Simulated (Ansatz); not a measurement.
**Si2H3O (charge +1): single-point calculation**

System: Si2H3O, charge +1.
Method: RKS PBE0-D4/def2-TZVPP (Ansatz 0.2.0).

The geometry comes from this level: PBE0-D4/def2-TZVP.

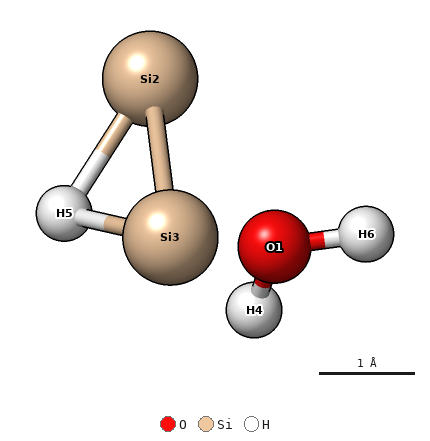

*The structure (ball-and-stick view, seen at a tilt; atoms are numbered from 1 in the order of the input).*

Input file:
```yaml
crystal:
  periodic: [false, false, false]
  atoms:
    - {symbol: O, position_ang: [-0.967813, -0.272789, -0.326654]}
    - {symbol: Si, position_ang: [0.845587, -1.223206, 0.547798]}
    - {symbol: Si, position_ang: [0.748517, 1.061138, 0.155490]}
    - {symbol: H, position_ang: [-1.233557, -0.441870, -1.243866]}
    - {symbol: H, position_ang: [1.327455, -0.252446, -0.777890]}
    - {symbol: H, position_ang: [-1.764847, -0.212407, 0.222337]}
basis:
  gaussian: {orbitals: def2-TZVPP}
total_charge: 1
hamiltonian: {xc: pbe0, dispersion: d4}
output: {orbitals: {seedname: orbitals}}
```

Launch command:
```bash
ansatz run in.yaml --threads 2 --pin off --events-out ev --progress --plain --max-ram 4352MiB
```

What the program printed:
```
Functional definition: PBE0
  name "PBE0"
  cite "Adamo & Barone, J. Chem. Phys. 110, 6158 (1999) doi:10.1063/1.478522"
  cite "Perdew, Burke & Ernzerhof, Phys. Rev. Lett. 77, 3865 (1996) doi:10.1103/PhysRevLett.77.3865"
  parent pbe
  parameter a = 0.25
  parameter kappa = 0.804
  parameter beta = 0.06672455060314922
  exchange = (1 - a)*pbe_x(kappa = kappa, mu = beta*pi^2/3) + a*exact_x
  correlation = pbe_c(beta = beta)
910 factors; their error is unknown
mean field evaluation 1: about -17821.4470 eV, gradient 8.4e1 eV
mean field evaluation 2: about -17778.9855 eV, gradient 1.6e2 eV
mean field evaluation 4: about -17833.4203 eV, gradient 7.6e0 eV
mean field evaluation 8: about -17833.6064 eV, gradient 2.4e-1 eV
mean field evaluation 16: about -17833.6066 eV, gradient 4.2e-5 eV
mean field -17833.60655612 eV, -655.3729528848 hartree, gradient 4.2e-5 eV, S^2 0.000000; 0 other end points of the search recorded, 0 dependent functions left out
reference -17833.60658202 eV, -655.3729538366 hartree; 19, 19 occupied and 138, 138 virtual orbitals, 910 factors
Total energy: -17833.70858298 eV, -655.3767023028 hartree
```

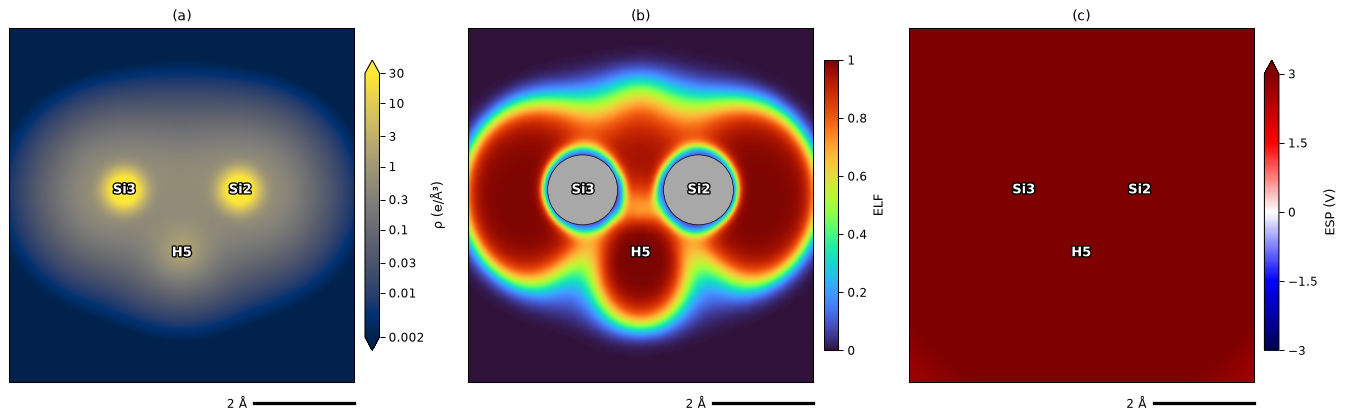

*(a) electron density; (b) electron localisation function; (c) molecular electrostatic potential on the plane of atoms Si2, H5 and Si3. Grey discs, where drawn, cover atomic cores.*

The potential has no marked negative region in this plane.

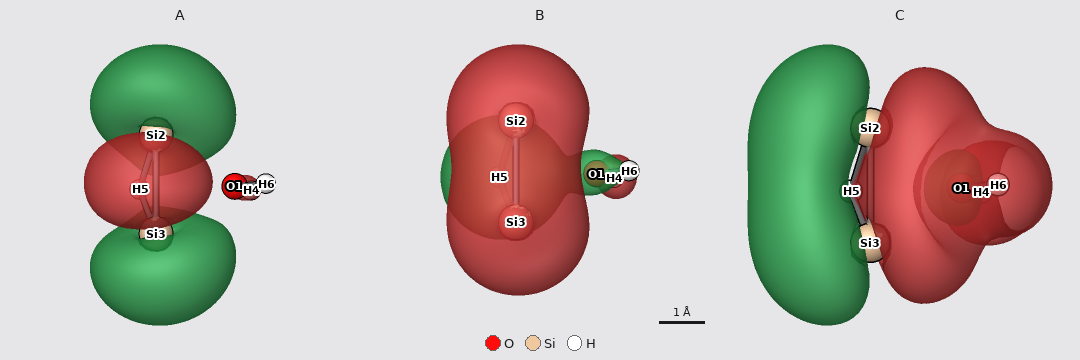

*Three frontier orbitals at ±0.06 Å⁻³ᐟ² (green and red are the two phases).*

B is the HOMO−1 (−13.91 eV). By Hirshfeld shares it lies mainly on Si2 (40 %), Si3 (40 %) and H5 (20 %). A is the HOMO (−11.08 eV). By Hirshfeld shares it lies mainly on Si2 (50 %) and Si3 (50 %). C is the LUMO (−7.87 eV). It lies mainly on Si2 (40 %), Si3 (40 %) and O1 (10 %). The HOMO–LUMO gap is 3.21 eV between the orbital energies.

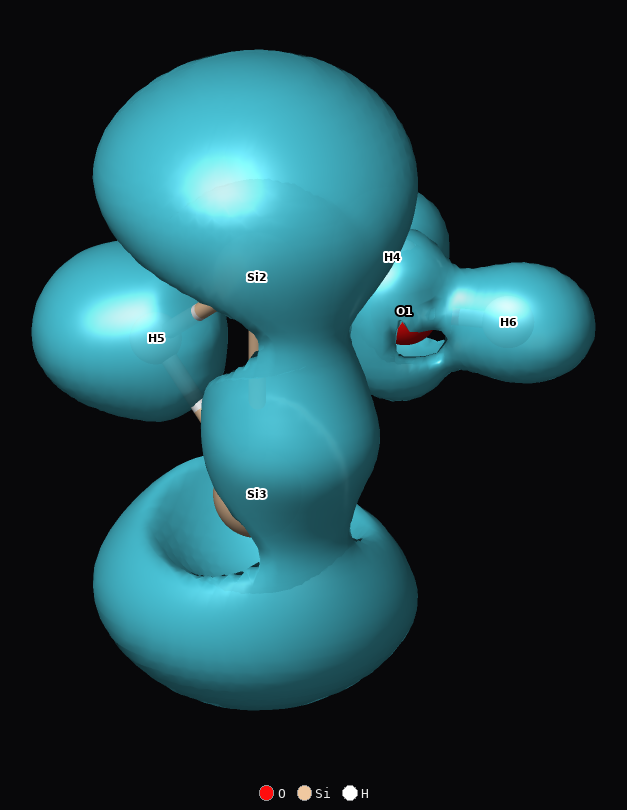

*Isosurface of the ELF at 0.8 (cyan), seen at a tilt. Core shells and regions of very low density are left out.*

Along the contacts the grid gives the following. Si2···O1 (2.23 Å): the ELF is only about 0.30 between them. Si–Si (2.32 Å): the ELF peaks at about 0.85 between the atoms, which marks a covalent bond.

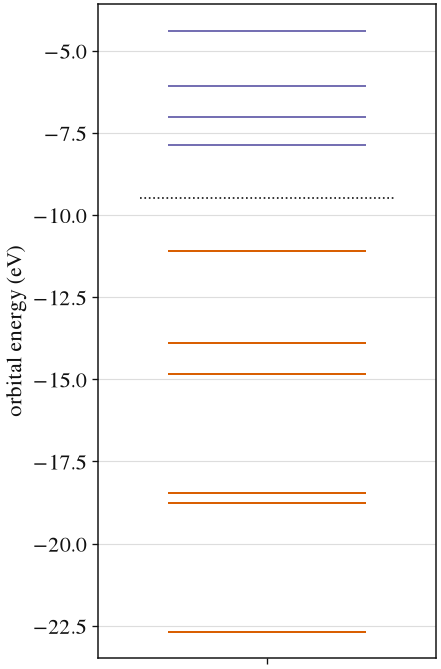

*Orbital energies near the frontier; the dotted line parts filled from empty levels, and levels within 0.02 eV of each other stand side by side.*

Highest filled −11.08 eV, lowest empty −7.87 eV, 3.21 eV apart.

Key numbers:

| quantity | value |
| --- | --- |
| outcome | converged |
| total energy | −17833.7086 eV |
| mean-field energy | −17833.6066 eV |
| dispersion energy | −0.1020 eV |
| SCF solution under orbital rotations | stable |
| HOMO | −11.08 eV |
| LUMO | −7.87 eV |
| hardware | 2 threads of Intel Xeon @ 2.50GHz, 11 GiB of memory available, shared host |
| wall time | 2.8 s (CPU time 5.1 s) |
| peak memory | 0.31 GiB |
